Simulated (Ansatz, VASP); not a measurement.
## Cross-check of SrGeC between VASP and Ansatz

Wanted: the spread between two codes on one cell, functional and k mesh. The cell is invented: As first built, before any earlier steps moved the atoms: it takes the SrSiGe structure with some of its atoms replaced by other elements, volume scaled by an estimate. It may not be a known or stable phase. The cell is taken from a series of runs on this material, whose earlier steps may have relaxed or scaled it; both programs get it as it stands.

Method: plane waves, with VASP 6.6.1 beside it; single point at BLYP, in Ansatz 0.2.0.

### Step 1. The starting structure

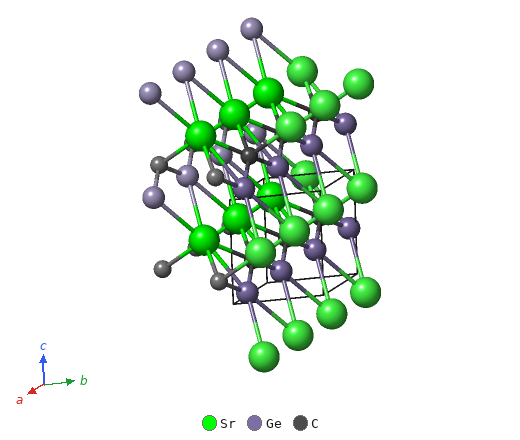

Start, viewed slightly off an axis; strontium green, germanium purple, carbon dark grey. 3×1×2 cells are drawn. Some periodic images of atoms are drawn too.

### Step 2. Ansatz: single point, BLYP

Ansatz runs on its default PAW (the set named soft_2) files.

With cell and atoms fixed, the geometry can't cause a difference; cores, projectors, grids and the points listed under the comparison can.

Input file input.yaml:

```yaml
crystal:
  lattice:
    - [3.3738435062, -0.0442250822, -0.0225433496]
    - [-1.6416818927, 3.9198555329, 0.2700258552]
    - [0.0235827661, 0.2062181336, 5.1246383429]
  atoms:
    - { symbol: Sr, position: [0.6689023961, 0.3401983892, 0.9288894129] }
    - { symbol: Ge, position: [0.9496572779, 0.9044411838, 0.4338923695] }
    - { symbol: C, position: [0.376705326, 0.7581634269, 0.6415582178] }
hamiltonian:
  xc: blyp
  pseudopotentials: { kind: paw }
kpoints:
  mp_grid: { grid: [7, 6, 5] }
scf:
  occupations: { method: fermi_dirac, width: 0.05 }
  n_extra_bands: 4
output:
  forces: true
  stress: true
  eigenvalues: true
  write_density: true
  write_potential: true
  elf: true
  volumetric_format: npy
```

Command:

```console
$ ansatz run input.yaml --threads 2 --pin off --max-ram 4608MiB --backend cpu --events-out ev --progress --plain --runs-dir out
```

Numbers of over 12 decimals in the logs are rounded to 6 here.

The program printed:

```text
scf.n_extra_bands = 4 over 14 filled bands (N_el = 28.0): the run solves 18 bands
Engine: ansatz 0.2.0, x86_64-unknown-linux-gnu
Pseudopotentials: kind: paw
Pseudopotential: Sr, paw, valence charge 10, recommended cutoff 420 eV (normal), Sr.paw.azcp
Pseudopotential: Ge, paw, valence charge 14, recommended cutoff 420 eV (normal), Ge.paw.azcp
Pseudopotential: C, paw, valence charge 4, recommended cutoff 420 eV (normal), C.paw.azcp
Functional definition: BLYP
  parameter beta = 0.0042
  parameter a = 0.04918
  parameter b = 0.132
  parameter c = 0.2533
  parameter d = 0.349
  exchange = b88_x(beta = beta)
  correlation = lyp_c(a = a, b = b, c = c, d = d)
Crystal: 3 atoms, lattice volume = 67.223 Å³
Basis set: ecut = 420 eV, 1317 PW (Γ), exchange–correlation on 48×60×72 points (8 copies of the dense FFT grid, shifted against one another)
Bands: 18, of which v1, the nominal top of the filled ones, is band 14 counted from 1 (13 counted from 0)
Symmetry: 1 space group operations
Space group: P1 (ITA 1), of the structure as read, at distance tolerance 4.1e-5 Å
k-points: 106 of 210 (time reversal used)
Non-local potential: Sr, projectors of the file, l = 0: 3, l = 1: 2, l = 2: 2
Non-local potential: Ge, projectors of the file, l = 0: 2, l = 1: 2, l = 2: 3, l = 3: 1
Non-local potential: C, projectors of the file, l = 0: 2, l = 1: 2, l = 2: 1
PAW form: soft (Blöchl's): semilocal exchange-correlation on the pseudo side does not see the compensation charge
PAW frozen core: Sr, regenerated for the run's functional, and the local potential with it (the file was generated under x = pbe(κ = 0.804, μ = 0.219515), c = pbe(β = 0.066725))
PAW frozen core: Ge, regenerated for the run's functional, and the local potential with it (the file was generated under x = pbe(κ = 0.804, μ = 0.219515), c = pbe(β = 0.066725))
PAW frozen core: C, regenerated for the run's functional, and the local potential with it (the file was generated under x = pbe(κ = 0.804, μ = 0.219515), c = pbe(β = 0.066725))
PAW one-centre angular grid: Sr, 110 points (default); XC on 64 Gauss nodes
PAW one-centre angular grid: Ge, 590 points (default); XC on 64 Gauss nodes
PAW one-centre angular grid: C, 110 points (default); XC on 64 Gauss nodes
Initial density: superposition of atomic densities (neutral atoms: chi_scale 0, normalization atom), corrected by the library's trained network
Initial wavefunctions: pseudopotential atomic-orbital guess
Functional: x = b88, c = lyp
SCF iter   1: F=—  HF=-8113.007944 eV  |F-HF|=—  |Δ(HF+E_count)|=         —  Δρ=1.29e-2  dr2=1.53e-1  ethr=1.77e-3  ⟨swp⟩=7.2  Hψ=11724  notcnv=0
preconditioner: auto → none  [insulator: Δε(μ)=0.192 eV  Ē_g=12.343 eV  σ=0.050 eV  W_gap=0.74  n_scr=16 (ndim 8)  ℏωp=18.1 eV  f_vac=0.000  D(μ)=0.10/eV (n_scr^D=0)  ε∞_Penn≈3.2]
SCF iter   2: F=—  HF=-8112.977529 eV  |F-HF|=—  |Δ(HF+E_count)|=   3.04e-2  Δρ=3.08e-3  dr2=6.28e-3  ethr=5.48e-4  ⟨swp⟩=2.0  Hψ=3250  notcnv=0
SCF iter   3: F=—  HF=-8112.976442 eV  |F-HF|=—  |Δ(HF+E_count)|=   1.09e-3  Δρ=1.09e-3  dr2=9.07e-4  ethr=2.24e-5  ⟨swp⟩=2.0  Hψ=3585  notcnv=0
SCF iter   4: F=—  HF=-8112.976377 eV  |F-HF|=—  |Δ(HF+E_count)|=   6.42e-5  Δρ=3.60e-4  dr2=5.39e-5  ethr=3.24e-6  ⟨swp⟩=2.1  Hψ=3168  notcnv=0
SCF iter   5: F=—  HF=-8112.976422 eV  |F-HF|=—  |Δ(HF+E_count)|=   4.42e-5  Δρ=8.11e-5  dr2=3.53e-6  ethr=1.93e-7  ⟨swp⟩=2.2  Hψ=3320  notcnv=0
SCF iter   6: F=—  HF=-8112.976426 eV  |F-HF|=—  |Δ(HF+E_count)|=   3.96e-6  Δρ=2.04e-5  dr2=3.13e-7  ethr=1.26e-8  ⟨swp⟩=2.1  Hψ=3099  notcnv=0
SCF iter   7: F=-8112.976426 eV  HF=-8112.976426 eV  |F-HF|=1.36e-8  |Δ(HF+E_count)|=   3.62e-7  Δρ=5.31e-6  dr2=2.15e-8  ethr=3.57e-10  ⟨swp⟩=11.9  Hψ=16376  notcnv=0
SCF 1 converged in 7 iterations: F = -8112.976426 eV  dr2 = 2.15e-8
  greatest PAW one-centre occupation: 0.998 electrons in one spin orbital (limit 2), on the Ge atom at site 1 (counted from 0), in its partial waves of l = 2
SCF converged after 7 iterations
Free energy (F): -8112.976426 eV
Harris-Foulkes:  -8112.976426 eV  (|F-HF|=1.36e-8)
Internal energy: -8112.974403 eV  (E = F + TS)
E sigma→0 (E₀):  -8112.975415 eV
Entropy (-TS):   -0.002023 eV (-0.674 meV/atom)
Fermi energy:    8.387729 eV
--- Per-component energies (eV) ---
  E_band       = -232.233018
  E_kinetic    = 441.819317
  E_local      = -3369.956476  (includes V_loc(G=0)·N_el)
  E_nonlocal   = 644.514535
  E_hartree    = 1344.112157
  E_xc         = -292.254780
  E_vxc        = -278.689421  (∫ρ·V_xc dr)
  E_paw        = -4840.235833  (= ΣΔE_a)
  E_vpaw       = -358.144334  (= ΣTr[D̂ρ^β])
  E_aug_tail   = 0.000274  (compensation charges beyond the density's cutoff)
  E_ewald      = -2041.160782
  E_core_change = 0.187185  (= ΣΔE_core)
  E_smearing   = -0.002023  (= −TS)
  E_closure    = 0.000000  (closes the sum)
  Σ components = -8112.976426   (vs F -8112.976426, Δ=0.00e0)
--- Forces (eV/Å), atoms counted from 1 ---
  atom   1  Sr    -0.00626346     0.00167547    -0.02326078
  atom   2  Ge     0.00299353    -0.02645011     0.05604826
  atom   3  C      0.00327063     0.02478342    -0.03274779
  max |Σ_I F_I| component: 3.97e-5 eV/Å
--- Stress (GPa, compression-positive) ---
       -0.510362       0.014925       0.021729
        0.014925      -0.271863       0.145283
        0.021729       0.145281      -0.325862
  P = ⅓ Tr σ = -0.3694 GPa (-3.694 kbar)
--- Band table (eV; the first three rows and the last of 106) ---
  k-point 0: bands = [... 10 lower, 3.2936, 6.4511, 6.5256, 6.6494, 9.1928, 11.0813, 11.6683, 11.9028]
  k-point 1: bands = [... 10 lower, 2.8981, 6.4474, 6.5576, 7.1028, 9.5037, 10.9525, 11.4783, 12.0619]
  k-point 2: bands = [... 10 lower, 2.3780, 6.2859, 6.6113, 8.1407, 9.7234, 10.6819, 11.1821, 12.5054]
  k-point 105: bands = [... 10 lower, 0.5063, 5.4700, 6.4776, 7.4590, 8.7523, 10.9440, 11.4551, 11.6672]
```

The run ends at a pressure of -0.37 GPa, with forces up to 0.062 eV/Å.

### Step 3. VASP: single point, BLYP

The same cell, functional (in two slightly different forms), mesh and smearing now go to VASP, with its own data sets and cutoff.

Lines of VASP's logs that name or quote its potential files are left out, and so is its time.

Input file INCAR:

```
SYSTEM = SrGeC
PREC = Accurate
ENCUT = 670
EDIFF = 1E-06
NELM = 100
ISMEAR = -1
SIGMA = 0.05
LREAL = .FALSE.
ALGO = Normal
GGA = B5
ALDAX = 1
AGGAX = 1
AGGAC = 1
ALDAC = 0
NBANDS = 20
LORBIT = 11
LWAVE = .FALSE.
LCHARG = .FALSE.
KPAR = 2
ISIF = 2
```

Input file POSCAR:

```
SrGeC
1.0
    3.3738435062     -0.0442250822     -0.0225433496
   -1.6416818927      3.9198555329      0.2700258552
    0.0235827661      0.2062181336      5.1246383429
Sr Ge C
1 1 1
Direct
    0.6689023961      0.3401983892      0.9288894129
    0.9496572779      0.9044411838      0.4338923695
    0.3767053260      0.7581634269      0.6415582178
```

Input file KPOINTS:

```
Automatic mesh
0
Gamma
7 6 5
0 0 0
```

The projector-augmented-wave data sets are Sr_sv_GW, Ge_d_GW and C_GW (PBE family, release 64).

Command:

```console
$ mpirun -np 2 vasp_std
```

The program printed:

```text
[banner, memory and clock lines left out]
running    2 mpi-ranks, on    1 nodes
 distrk:  each k-point on    1 cores,    2 groups
 distr:  one band on    1 cores,    1 groups

 POSCAR found type information on POSCAR SrGeC
 POSCAR found :  3 types and       3 ions
|                                                                             |
|               ----> ADVICE to this user running VASP <----                  |
|                                                                             |
|     You enforced a specific xc type in the INCAR file but a different       |
|     [... a line on the potential file left out ...]
|     I HOPE YOU KNOW WHAT YOU ARE DOING!                                     |
|                                                                             |

 LDA part: xc-table for (Slater(with rela. corr.)+VWN5), standard interpolation
 POSCAR, INCAR and KPOINTS ok, starting setup
 FFT: planning ... GRIDC
 FFT: planning ... GRID_SOFT
 FFT: planning ... GRID
 WAVECAR not read
 entering main loop
       N       E                     dE             d eps       ncg     rms          rms(c)
DAV:   1     0.314838486109E+03    0.31484E+03   -0.15939E+04  4996   0.407E+03
DAV:   2     0.340617534464E+02   -0.28078E+03   -0.26953E+03  5292   0.934E+02
DAV:   3    -0.144388688999E+02   -0.48501E+02   -0.47830E+02  5156   0.203E+02
DAV:   4    -0.212140682767E+02   -0.67752E+01   -0.67674E+01  7548   0.724E+01
DAV:   5    -0.215051288882E+02   -0.29106E+00   -0.29103E+00  5452   0.127E+01    0.192E+01
DAV:   6    -0.179821385409E+02    0.35230E+01   -0.35469E+01  6072   0.344E+01    0.253E+01
DAV:   7    -0.176518854487E+02    0.33025E+00   -0.23435E+00  5680   0.965E+00    0.169E+01
DAV:   8    -0.176026385427E+02    0.49247E-01   -0.13683E+00  6088   0.745E+00    0.123E+00
DAV:   9    -0.175681894568E+02    0.34449E-01   -0.25484E-01  7048   0.369E+00    0.230E+00
DAV:  10    -0.175662187258E+02    0.19707E-02   -0.20762E-02  5300   0.996E-01    0.122E+00
DAV:  11    -0.175669531135E+02   -0.73439E-03   -0.21676E-03  6860   0.386E-01    0.103E+00
DAV:  12    -0.175670195895E+02   -0.66476E-04   -0.20001E-03  5368   0.296E-01    0.901E-01
DAV:  13    -0.175670125667E+02    0.70228E-05   -0.26864E-04  6772   0.169E-01    0.314E-01
DAV:  14    -0.175670138446E+02   -0.12779E-05   -0.16213E-05  5184   0.310E-02    0.545E-02
DAV:  15    -0.175670153562E+02   -0.15116E-05   -0.51427E-06  4896   0.238E-02    0.921E-03
DAV:  16    -0.175670156495E+02   -0.29331E-06   -0.14479E-06  4156   0.138E-02
   1 F= -.17567016E+02 E0= -.17565991E+02  d E =-.204958E-02
```

Parts of OUTCAR (step 3):

```text
ion  position               nearest neighbor table
   1  0.669  0.340  0.929-   3 2.68   3 2.68   2 3.18
   2  0.950  0.904  0.434-   3 2.04   3 2.04   1 3.18
   3  0.377  0.758  0.642-   2 2.04   2 2.04   1 2.68   1 2.68

  LATTYP: Found a triclinic cell.
 ALAT       =     4.2583213592
 B/A-ratio  =     0.7923799951
 C/A-ratio  =     1.2044276636
 COS(alpha) =     0.0026050241
 COS(beta)  =     0.0985984515
 COS(gamma) =     0.3979702142

 Subroutine GETGRP returns: Found  1 space group operations
 (whereof  1 operations were pure point group operations)

The static configuration has the point symmetry C_1 .

 Found    106 irreducible k-points:

   k-points           NKPTS =    106   k-points in BZ     NKDIM =    106   number of bands    NBANDS=     20

   dimension x,y,z NGX =    28 NGY =   36 NGZ =   48
   dimension x,y,z NGXF=    56 NGYF=   72 NGZF=   96

   ENCUT  =  670.0 eV  49.24 Ry    7.02 a.u.   7.12  8.99 10.82*2*pi/ulx,y,z

   NELECT =      28.0000    total number of electrons

 k-points in reciprocal lattice and weights: Automatic mesh
   0.00000000  0.00000000  0.00000000       0.005
   0.14285714 -0.00000000  0.00000000       0.010
   0.28571429 -0.00000000  0.00000000       0.010
   0.42857143  0.00000000 -0.00000000       0.010
  -0.00000000  0.16666667 -0.00000000       0.010
   0.14285714  0.16666667 -0.00000000       0.010
   0.28571429  0.16666667 -0.00000000       0.010
   0.42857143  0.16666667 -0.00000000       0.010
  -0.42857143  0.16666667  0.00000000       0.010
[...]
-0.28571429 -0.16666667  0.40000000       0.010
  -0.14285714 -0.16666667  0.40000000       0.010

 average (electrostatic) potential at core
       1 -57.9133       2 -30.2928       3 -49.9597

 E-fermi :   4.1232

 k-point     1 :       0.0000    0.0000    0.0000
  band No.  band energies     occupation
    ...
     10      -7.9198      2.00000
     11      -0.9542      2.00000
     12       2.1972      2.00000
     13       2.2648      2.00000
     14       2.3911      2.00000
     15       4.9288      0.00000
     16       6.8144      0.00000
     17       7.4159      0.00000
     18       7.6412      0.00000
     19       9.7812      0.00000
    ...

 k-point     2 :       0.1429   -0.0000    0.0000
  band No.  band energies     occupation
    ...
     10      -7.6545      2.00000
     11      -1.2161      2.00000
     12       1.4890      2.00000
     13       2.2956      2.00000
     14       2.7168      2.00000
     15       5.0469      0.00000
     16       7.0216      0.00000
     17       7.6083      0.00000
     18       8.2229      0.00000
     19       8.5871      0.00000
    ...

 k-point     3 :       0.2857   -0.0000    0.0000
  band No.  band energies     occupation
    ...
     10      -6.9097      2.00000
     11      -2.3310      2.00000
     12       1.0043      2.00000
     13       2.5569      2.00000
     14       3.0174      2.00000
     15       4.9319      0.00000
     16       6.7254      0.00000
     17       7.0514      0.00000
     18       7.8808      0.00000
     19       8.4440      0.00000
    ...

  Total       -0.0825044     -0.0686840     -0.0791819      0.0067900      0.0272198      0.0062440
  in kB       -1.9663975     -1.6370060     -1.8872098      0.1618320      0.6487527      0.1488179
  external PRESSURE =      -1.8302044 kB  Pullay stress =       0.0000000 kB

  energy-cutoff  :      670.00
  volume of cell :       67.22
      direct lattice vectors                 reciprocal lattice vectors
     3.373843506 -0.044225082 -0.022543350     0.297996777  0.125246231 -0.006411308
    -1.641681893  3.919855533  0.270025855     0.003302286  0.257208517 -0.010365402
     0.023582766  0.206218134  5.124638343     0.001136889 -0.013001792  0.195653689

 POSITION                                       TOTAL-FORCE (eV/Angst)
 -----------------------------------------------------------------------------------
      1.72018      1.49550      4.83701        -0.006333      0.003420     -0.013395
      1.72942      3.59276      2.44636         0.003368     -0.000887      0.006094
      0.04141      3.08753      3.48399         0.002965     -0.002533      0.007300
 -----------------------------------------------------------------------------------
    total drift:                                0.000521     -0.000526     -0.000396

  FREE ENERGIE OF THE ION-ELECTRON SYSTEM (eV)
  ---------------------------------------------------
  free  energy   TOTEN  =       -17.5670156495 eV

  energy  without entropy=      -17.5649660701  energy(sigma->0) =      -17.56599086

 total charge
# of ion       s       p       d       f       tot
--------------------------------------------------
    1        2.647   5.884   0.371   0.020   8.922
    2        1.133   1.118  10.013   0.000  12.264
    3        0.877   1.374   0.000   0.000   2.251
--------------------------------------------------
tot          4.657   8.376  10.384   0.020  23.437

[... 3 further parts left out ...]
```

The run ends at a pressure of -0.18 GPa, with forces up to 0.015 eV/Å.

### Step 4. Comparison

Known differences besides the PAW data sets themselves: the cutoff is 420 eV in Ansatz and 670 eV in VASP; Ansatz makes its cores anew for this functional, VASP keeps those of its PBE data sets; VASP leaves aspherical gradient terms in its spheres out (LASPH is not set), Ansatz keeps them; VASP's log shows a relativistic correction to its local exchange, Ansatz's none. Total energies have different zeros and are not compared.

Compared:

| quantity | Ansatz | VASP | difference |
| --- | --- | --- | --- |
| pressure (GPa) | -0.37 | -0.18 | -0.19 |

At this near-relaxed geometry the largest component of a force difference is 50 meV/Å. Ansatz's pressure holds a Pulay correction of 0.10 GPa; VASP's holds none.

### Step 5. Looking for the cause

The difference is large enough to ask for its cause, so further runs change the set-up of one program at a time, as the table lists.

| run | r.m.s. force difference (meV/Å) |
| --- | --- |
| as above | 25 |
| VASP with the data sets Sr_sv, Ge_h and C_h and a cutoff of 1190 eV | 18 |

### Step 6. Outcome

```json
{"r.m.s. force difference (single point, BLYP)": "25 meV/Å"}
```

What this shows: The r.m.s. force difference is 25 meV/Å (single point, BLYP), beyond the 12 meV/Å picked in this series as the mark of a large difference. For single point, BLYP: no further run halves the r.m.s. force difference. How closely two codes agree says nothing of how well the functional describes the real material.

[Lines on the potential files, build, host, timing and source positions are cut from VASP's logs without a mark.]

[Logs are printed without paths, hosts, clocks, repeated set-up lines and the standing remarks that a program may print on its own settings, such as how far it seeks lower states.]

[Hosts, paths, dates, database ids (printed as entryN), source tags and the programs' standing remarks are cut or masked in the printed files.]
